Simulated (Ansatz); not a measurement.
Input

```
crystal:
  periodic: [false, false, false]
  atoms:
    - { symbol: Ga, position_ang: [0.0, 0.0, 0.0] }
    - { symbol: "N", position_ang: [0.0, 0.0, 2.28] }
    - { symbol: H, position_ang: [-0.877, -0.2713, 2.81] }
    - { symbol: H, position_ang: [0.877, 0.2713, 2.81] }
    - { symbol: H, position_ang: [1.3596, 0.0, -0.785] }
    - { symbol: H, position_ang: [-1.3596, 0.0, -0.785] }
    - { symbol: O, position_ang: [-0.2614, 1.9661, 0.659] }
    - { symbol: Al, position_ang: [-1.7621, 2.9084, 0.4905] }
    - { symbol: H, position_ang: [-3.0146, 2.2666, -0.1825] }
    - { symbol: H, position_ang: [-1.8248, 4.3759, 1.0157] }
    - { symbol: H, position_ang: [-0.1679, 1.2627, 1.8185] }
basis:
  gaussian: { orbitals: def2-SVP }
hamiltonian:
  xc: pbe
relax:
  f_tol: 0.15
  max_steps: 25
  restrain:
    - { distance: [0, 6], at: 2.99, k: 30.0 }
    - { distance: [10, 1], at: 2.26, k: 30.0 }
    - { distance: [0, 1], at: 1.93, k: 30.0 }
    - { distance: [10, 6], at: 1.01, k: 30.0 }
output:
  orbitals: {}
```

Command:

```sh
ansatz run input.yaml --threads 2 --pin off --max-ram 3072MiB --backend cpu --events-out ev --progress --plain --runs-dir out
```

The fields are those of the run's last geometry, not of the input's.

Not at a stationary point (largest force 0.9 eV/Å).

All numbers below come from Ansatz, RKS PBE/def2-SVP.

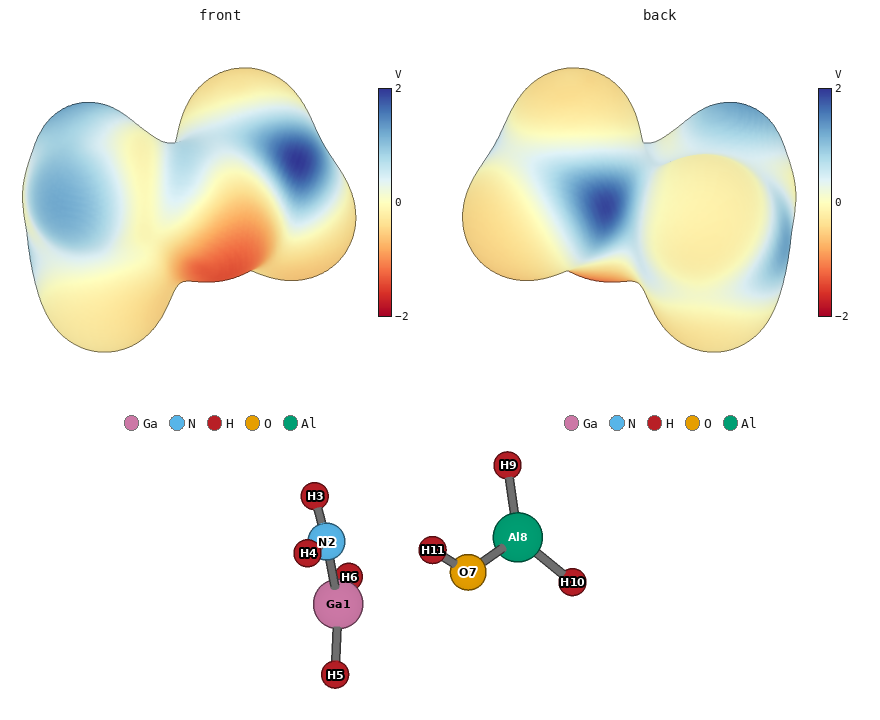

GaH$_{4}$N···AlH$_{3}$O. The electrostatic potential painted on the density surface at 0.001 e/bohr³, seen from the front and from behind; the colour scale runs from red (negative) to blue (positive). The bare structure is drawn below in the same view.

Question: Which sites attract a positive test charge, and which a negative one?

Answer: A positive charge is drawn to the negative regions and a negative charge to the positive ones. The most negative region (about −1.3 V, or −30 kcal/mol for a unit charge) lies over O7, the most positive (about +1.9 V, or +44 kcal/mol for a unit charge) over Al8. O7 is the likeliest acceptor of a hydrogen bond.
